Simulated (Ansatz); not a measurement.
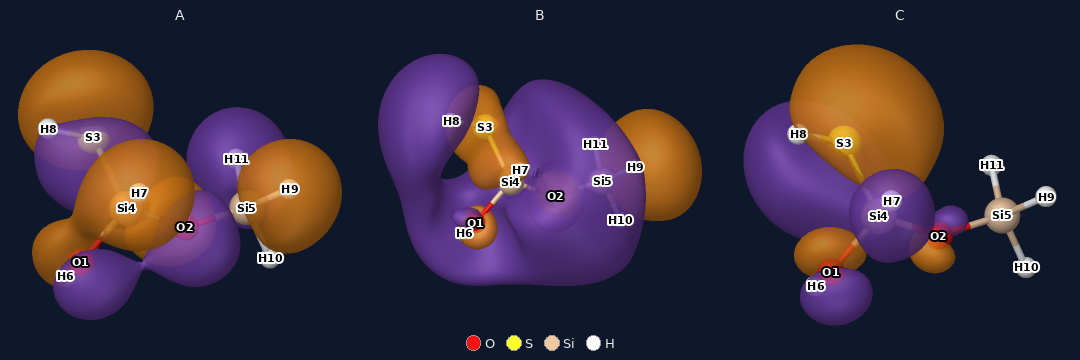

*H$_{6}$O$_{2}$SSi$_{2}$. Three frontier orbitals at ±0.04 Å⁻³ᐟ² (orange and purple are the two phases), in no order.*

Geometry: PBE0-D3(BJ)/def2-SVP.

Computed with isolated molecule in a Gaussian basis; Kohn-Sham density functional theory, functional PBE0 (Ansatz).

```xyz
11

O    -2.7783    0.2573    1.3019
O    -1.3876   -1.9363    0.5034
S     0.1713    0.6222    0.2255
Si   -1.3123   -0.4969    1.2946
Si   -0.5880   -3.2281   -0.1671
H    -3.1309    0.5218    0.4460
H    -0.9726   -0.6792    2.7233
H     0.0845    1.6957    1.0418
H     0.0043   -4.0767    0.9086
H    -1.5711   -4.0273   -0.9499
H     0.4998   -2.7450   -1.0685
```

Order the three orbitals by energy and name them.

Answer. A is the HOMO−1 (−8.76 eV). It lies mainly on S3 (about 30 %), O2 (about 20 %), Si4 (about 10 %), H7 (about 10 %), Si5 (about 10 %) and H11 (about 5 %). C is the HOMO (−7.73 eV). By Hirshfeld shares it lies mainly on S3 (about 80 %); largely a lone pair of S3. B is the LUMO (−0.26 eV). By Hirshfeld shares it lies mainly on Si5 (about 30 %), S3 (about 15 %), Si4 (about 15 %), H8 (about 10 %) and H6 (about 5 %).

What is the HOMO–LUMO gap?

Answer. 7.47 eV between the orbital energies.
